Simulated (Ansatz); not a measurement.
A series of calculations on GeH3ClF2

## 1. Relaxation

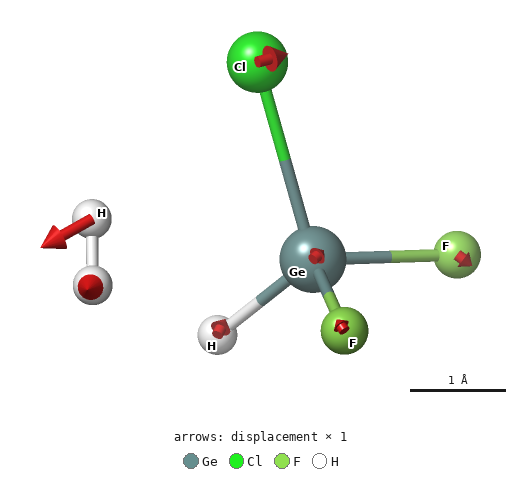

This is a relaxation of GeH3ClF2. The starting structure is drawn; red arrows show the displacements, at their true length. The two geometries are superimposed by the best rigid fit.

The picture is a ball-and-stick view, seen at a tilt.

The run prepares an end point of a later path (reaction) calculation, from a guessed geometry.

Level of theory: RKS PBE0-D4/def2-SVP in Ansatz 0.2.0. (no spin polarisation; force threshold 0.03 eV/Å; at most 50 steps)

Which element moves most?

Answer. Hydrogen: up to 0.65 Å, against 0.40 Å for chlorine.

What happened in the run?

Answer. The atom that moves furthest after the best rigid fit is an H atom (0.65 Å). Largest moves by element: H 0.65 Å, Cl 0.40 Å, F 0.20 Å, Ge 0.19 Å. Among the contacts that change: Cl–Ge 2.187 → 2.120 Å, H–H 0.718 → 0.761 Å. After 15 geometry steps the energy has fallen by 14.6 kJ/mol. The largest force component goes from 1.5 to 0.0099 eV/Å. The forces were under the threshold at step 4, but the run went on from there.

Limits of the set-up: the start holds two separate molecules, 2.6 Å apart at their closest, whose relative position is a soft coordinate.

## 2. Relaxation

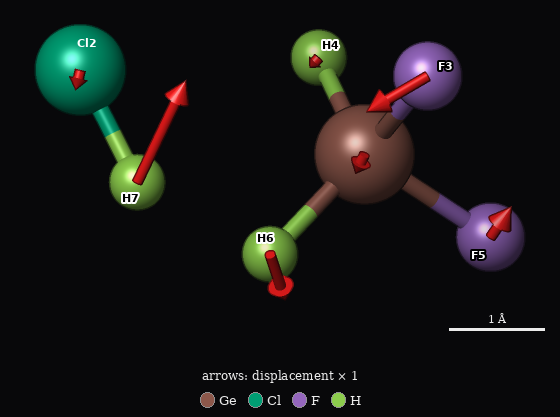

This is a relaxation of GeH3ClF2. The starting structure is drawn; red arrows show the displacements, at their true length. The two geometries are superimposed by the best rigid fit.

A ball-and-stick model, seen at a tilt.

The run prepares an end point of a later path (reaction) calculation, from a guessed geometry.

The calculation used Ansatz, RKS PBE0-D4/def2-SVP.

Input
```yaml
crystal:
  periodic: [false, false, false]
  atoms:
    - { symbol: Ge, position_ang: [-0.432275, -0.12882, -0.381577] }
    - { symbol: Cl, position_ang: [-0.386789, 1.04451, 2.831906] }
    - { symbol: F, position_ang: [1.177442, -0.632694, -0.016426] }
    - { symbol: H, position_ang: [-0.449271, 1.372353, -0.64857] }
    - { symbol: F, position_ang: [-0.82863, -0.946546, -1.852394] }
    - { symbol: H, position_ang: [-1.354074, -0.708293, 0.713672] }
    - { symbol: H, position_ang: [-0.916203, -0.10661, 2.424989] }
basis:
  gaussian: { orbitals: def2-SVP }
hamiltonian:
  xc: pbe0
  dispersion: d4
relax:
  f_tol: 0.03
  max_steps: 50
```

Command:
```bash
ansatz run input.yaml --threads 2 --pin off --max-ram 3072MiB --backend cpu --events-out ev --progress --plain --runs-dir out
```

Describe the change and its energy.

Answer. H7 moves most after the best rigid fit: 1.27 Å. By element the largest moves are H 1.27 Å, F 0.77 Å, Ge 0.26 Å, Cl 0.22 Å. Among the contacts that change: Cl2–H7 1.331 → 1.296 Å, Ge1–F3 1.726 → 1.750 Å, Ge1–H6 1.544 → 1.524 Å. Among the angles between lasting bonds that change: H4–Ge1–H6 119.1° → 121.3°. After 15 accepted moves (16 points after the start) the energy has fallen by 27.4 kJ/mol. Largest force component: 1.1 eV/Å at the start, 0.022 eV/Å at the end. The line search rejected the trial step at point 5 of the run.

## 3. Path

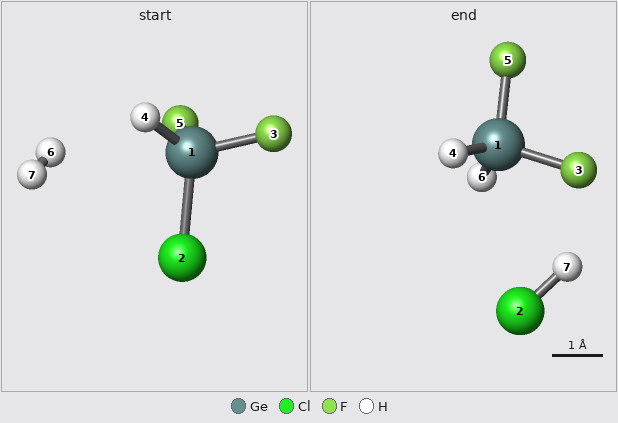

The two relaxed end points of a path for GeH3ClF2, made up at the start of GeHClF2 and H$_{2}$. Style: ball-and-stick. Shown at a tilt.

Method: RKS PBE0-D4/def2-SVP in Ansatz.

Settings: 7 movable images; climbing image; force threshold 0.03 eV/Å; iteration limit 60.

Start:
```xyz
7

Ge    0.3836    0.0757    0.0753
Cl    0.7740   -0.0478    2.1554
F     1.8790   -0.1040   -0.7531
H    -0.3112    1.3569   -0.3569
F    -0.5426   -1.3007   -0.3805
H    -2.6662   -0.3192    0.9047
H    -2.7065    0.2330    1.4266
```

End:
```xyz
7

Ge   -0.7082   -0.1296   -0.3878
Cl   -0.4605    0.9192    2.8704
F     0.6013   -0.7973    0.5616
H    -0.4341    1.3578   -0.5787
F    -0.5127   -0.9006   -1.9232
H    -2.0189   -0.6230    0.2139
H     0.3433    0.0674    2.3154
```

> Predict the minimum-energy path and its barrier.

The highest point, image 4, lies 2.01 eV above the start and 1.71 eV above the end; the end is at +0.30 eV relative to the start. Breaking: Ge1–Cl2 (2.12 → 2.47 at the top → 3.43 Å), H6–H7 (0.76 → 0.95 at the top → 3.24 Å). Forming: Cl2–H7 (3.57 → 1.67 at the top → 1.30 Å), Ge1–H6 (3.19 → 1.76 at the top → 1.52 Å). The band is converged. At the top, the vibrational analysis gives one imaginary mode (979i cm⁻¹), as a transition state must have.

Energies of the converged images:

```
image  path (Å)  E (eV)
    0      0.00   0.000
    1      1.18   0.003
    2      2.35   0.042
    3      3.52   0.581
    4      4.69   2.013
    5      5.55   0.744
    6      6.40   0.483
    7      7.26   0.400
    8      8.11   0.301
```

The geometry at the top of the path:

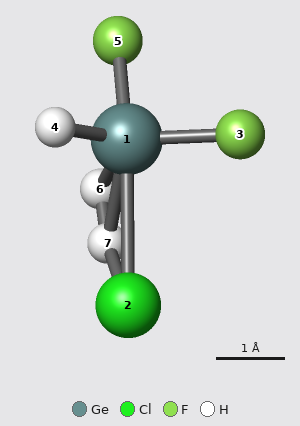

Limits of the set-up: the start holds two separate molecules, 2.7 Å apart at their closest, whose relative position is a soft coordinate.

The run took 7.3 min on 2 threads of Arm Neoverse V1 (shared host), peak memory 0.23 GiB.
